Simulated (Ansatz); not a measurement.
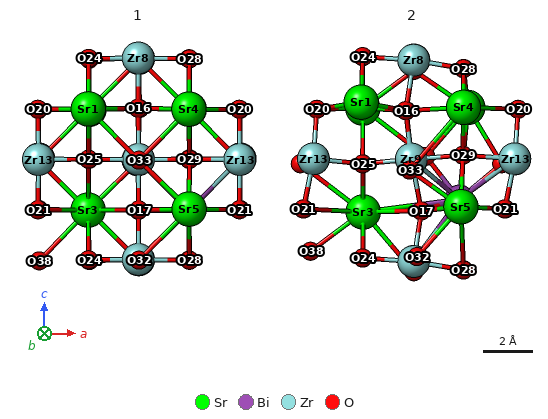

Two geometries of a defect cell of composition Sr$_{6}$BiZr$_{8}$O$_{24}$, drawn at one scale. One is the start of a relaxation, the other its converged end. Style: ball-and-stick. Shown: the atoms within 5.8 Å of the atom that moves most (axes of the cell of the calculation), along the b axis.

The calculation used Ansatz, DFT, PBEsol, PAW, plane waves. Settings: plane-wave cutoff 420 eV; k-point mesh 1 × 1 × 1; mesh shifted by (0.25, 0.25, 0.25); collinear spin; atoms relaxed in a fixed cell; force threshold 0.03 eV/Å; at most 80 steps.

Question: Which of the two is the end point?

Answer: Structure 2 is the relaxed one. After 15 accepted moves (16 points after the start) the energy has fallen by 3.683 eV per cell of the calculation. The largest force component goes from 1.3 to 0.025 eV/Å. The line search rejected the trial step at point 12 of the run. The largest moves, 0.56 Å, are those of O atoms. Largest moves by element: O 0.56 Å, Bi 0.49 Å, Sr 0.28 Å, Zr 0.11 Å. The cell doesn't change. Some distances before and after: O–Sr 2.906 → 3.601 Å, Bi–O 2.907 → 2.236 Å, Bi–O 2.910 → 2.263 Å, Bi–O 2.923 → 2.292 Å. Among the angles between lasting bonds that change: Zr–O–Zr 178.7° → 147.0°, Zr–O–Zr 179.3° → 148.7°, Zr–O–Zr 177.3° → 148.2°.

Limits of the set-up: the periodic images lie only 8.3 Å apart, so the values are limited by the cell's size.
